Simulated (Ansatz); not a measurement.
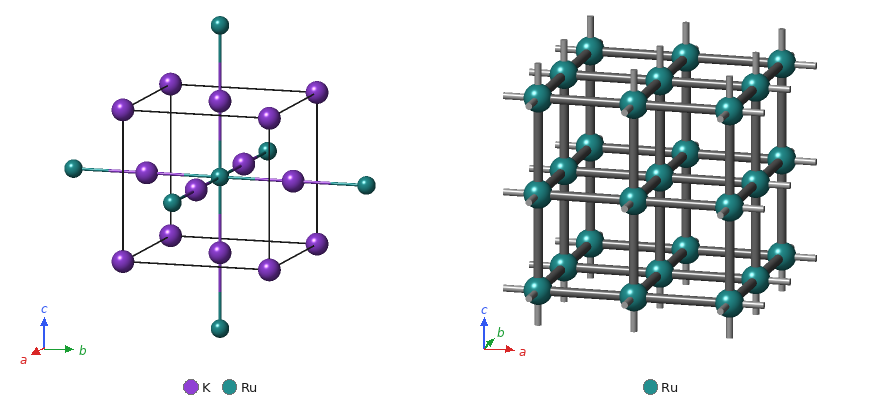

Left: the structure. Right: its underlying net. Nodes are coloured by element. Edges to nodes outside the piece are drawn as stubs.

K₄Ru (space group Pm-3m, No. 221). Coordinates: the geometry relaxed with DFT PBE, scalar-relativistic, plane waves, PAW (Ansatz 0.2.0); the starting structure was generated, so it need not be a known form of this composition.

Bonds are taken as K–Ru below 3.7 Å; no other contact counts. Atoms with one bond or none are removed and atoms with two bonds are replaced by edges, until no such atom is left.

The result is a uninodal 6-connected, three-periodic net: Ru is a 6-connected node. K(3c) becomes part of the edges. K(1a) drops out. It is the pcu net, known from NaCl, ReO3 and the B-X framework of perovskite. It is a single net, without interpenetration.

```json
{"node": "Ru", "links": "6", "point symbol": "4^12.6^3", "coordination sequence": "6 18 38 66 102"}
```
